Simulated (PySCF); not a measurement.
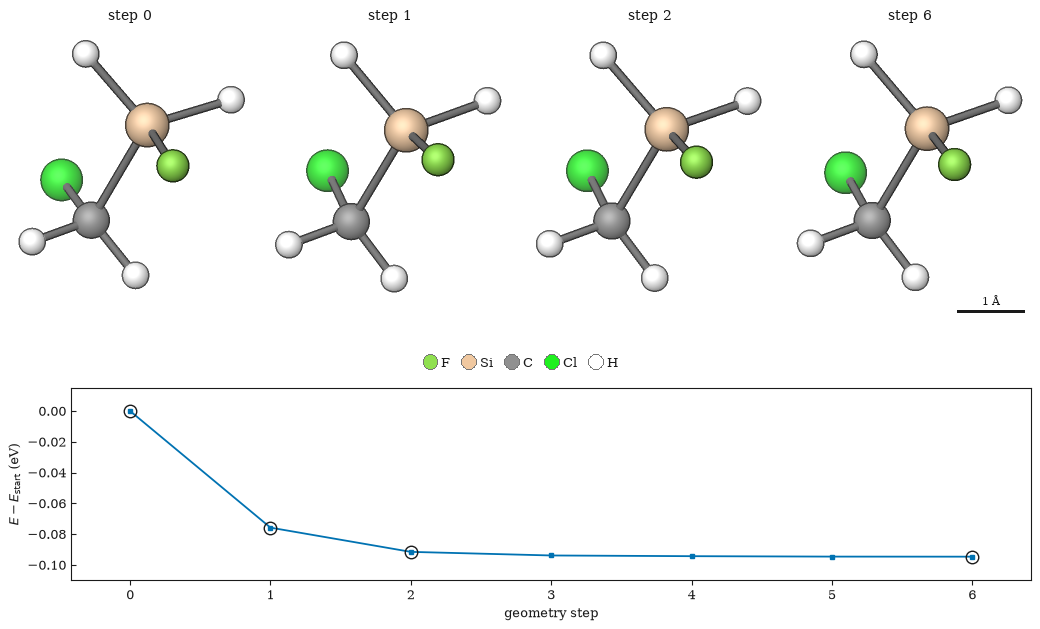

Frames of a relaxation of CH$_{4}$ClFSi, marked on the history of the run. A ball-and-stick model, seen from a free direction.

The start comes from GFN2-xTB. Its atoms were then displaced at random by about 0.01 Å.

Method: PBE0-D3(BJ)/def2-TZVP geometry optimisation, gas phase (PySCF). 

Question: What happens along the run?

Answer: The largest move after the best rigid fit is that of the Cl atom, 0.13 Å. Largest moves by element: Cl 0.13 Å, H 0.08 Å, Si 0.06 Å, C 0.04 Å, F 0.03 Å. Near-neighbour distances that change, for instance: C–Si 1.921 → 1.871 Å, H–Si 1.444 → 1.479 Å, F–Si 1.637 → 1.603 Å, C–H 1.069 → 1.090 Å. Among the angles between lasting bonds that change: H–Si–H 116.2° → 111.8°, Si–C–Cl 108.0° → 104.7°, F–Si–H 105.0° → 108.4°. The energy falls by 0.095 eV in 6 geometry steps. From step 0 to 1: the Cl atom moves most (0.18 Å), energy −0.076 eV. From step 1 to 2: the F atom moves most (0.04 Å), energy −0.016 eV. From step 2 to 6: the F atom moves most (0.05 Å), energy −0.003 eV.

| step | E − E(0), eV |
| --- | --- |
| 0 | 0.0000 |
| 1 | -0.0757 |
| 2 | -0.0915 |
| 3 | -0.0938 |
| 4 | -0.0943 |
| 5 | -0.0946 |
| 6 | -0.0946 |
